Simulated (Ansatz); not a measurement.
**Sc: Sc → Y**

The reference is Sc in the hcp (Mg type) structure (space group P6_3/mmc, No. 194; a = 3.331 Å, c = 5.194 Å).

Modification: every Sc is replaced by Y, then cell and atoms are relaxed.

The values are results of r2SCAN in Ansatz (plane waves to 500 eV, PAW, without spin-orbit coupling), earlier PAW set, not measurements. k-mesh 15×15×8 (Γ-centred); smearing 0.05 eV (Fermi–Dirac), for the changed cell.

| quantity | base | changed | shift |
|---|---|---|---|
| volume per atom | 24.96 Å³ | 33.46 Å³ | +8.506 Å³ |
| density | 2.99 g/cm³ | 4.41 g/cm³ | +1.42 g/cm³ |
| lattice parameter a | 3.331 Å | 3.683 Å | +0.352 Å |
| c/a ratio | 1.559 | 1.547 | -0.012 |
| shortest interatomic distance | 3.232 Å | 3.555 Å | +0.323 Å |
| band gap | zero | zero | – |

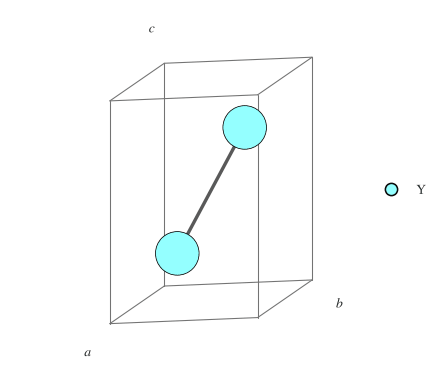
*The relaxed conventional cell after the change*

Stability against distortions was not tested. The final runs are not spin-polarised.

Ansatz is a quantum-chemistry and plane-wave program.
